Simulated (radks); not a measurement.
# Nuclear size and the levels of Br³⁺

Aim: how the total energy, the levels and the density at the nucleus of Br³⁺ respond when the nuclear radius is scaled.

The numbers are computed with radks (a radial shooting solver on a logarithmic mesh, Libxc functionals) version 1 (Dirac Kohn-Sham, PBE, spin-unpolarised, spherical densities, finite nucleus; open shells fill j = l - 1/2 first), except any that are marked as measured or tabulated.

### 1 The system

| Quantity | Value |
| --- | --- |
| element | bromine (Z = 35) |
| charge | +3 |
| electrons | 32 |
| configuration | [Ar] 3d10 4s2 4p2 |
| nuclear rms radius | 4.1629 fm |

### 2 rms radius 4.1629 fm

The run's settings:

```text
Z 35
configuration [Ar] 3d10 4s2 4p2 5s0 4d0
relativity Dirac
functional pbe,pbe
spin unpolarised
j_filling energy
nucleus finite rms 4.1629 fm
c 137.035999084
```

### 3 rms radius 3.3844 fm

Settings, as their differences from step 2:

```diff
@@ -6,3 +6,3 @@
 j_filling energy
-nucleus finite rms 4.1629 fm
+nucleus finite rms 3.3844 fm
 c 137.035999084
```

### 4 rms radius 3.9964 fm

Settings, as their differences from step 3:

```diff
@@ -6,3 +6,3 @@
 j_filling energy
-nucleus finite rms 3.3844 fm
+nucleus finite rms 3.9964 fm
 c 137.035999084
```

### 5 rms radius 4.5292 fm

Settings, as their differences from step 4:

```diff
@@ -6,3 +6,3 @@
 j_filling energy
-nucleus finite rms 3.9964 fm
+nucleus finite rms 4.5292 fm
 c 137.035999084
```

### 6 rms radius 5.1953 fm

Settings, as their differences from step 5:

```diff
@@ -6,3 +6,3 @@
 j_filling energy
-nucleus finite rms 4.5292 fm
+nucleus finite rms 5.1953 fm
 c 137.035999084
```

What does the calculation give? Wanted: for each run, rms radius; total energy shift; density at nucleus; 1s1/2 shift; 2s1/2 shift; 3p1/2 shift; 4s1/2 shift; 5s1/2 shift.

The runs gave:

| rms radius (fm) | total energy shift (eV) | density at nucleus (e/bohr³) | 1s1/2 shift (meV) | 2s1/2 shift (meV) | 3p1/2 shift (meV) | 4s1/2 shift (meV) | 5s1/2 shift (meV) |
| --- | --- | --- | --- | --- | --- | --- | --- |
| 3.3844 | -0.184 | 4.509e+04 | -78.1 | -7.84 | 0.130 | -0.142 | -0.0339 |
| 3.9964 | -0.0424 | 4.452e+04 | -18.0 | -1.80 | 0.0298 | -0.0327 | -0.00780 |
| 4.1629 | 0 | 4.439e+04 | 0 | 0 | 0 | 0 | 0 |
| 4.5292 | 0.0988 | 4.41e+04 | 41.9 | 4.20 | -0.0696 | 0.0762 | 0.0182 |
| 5.1953 | 0.298 | 4.365e+04 | 126 | 12.7 | -0.210 | 0.230 | 0.0549 |

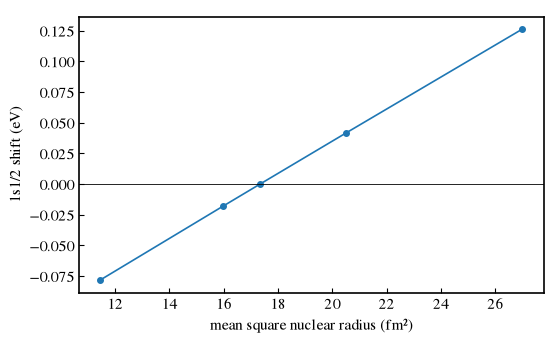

Shift of the 1s1/2 level against the mean square radius.

What this shows: Shifts are against the first run. Over the range the 1s1/2 level moves by 0.205 eV and the 5s1/2 level by 0.0888 meV. A larger nucleus binds the 1s electrons less and lowers the density at its centre. These are shifts of eigenvalues, not the field shifts of spectral lines.
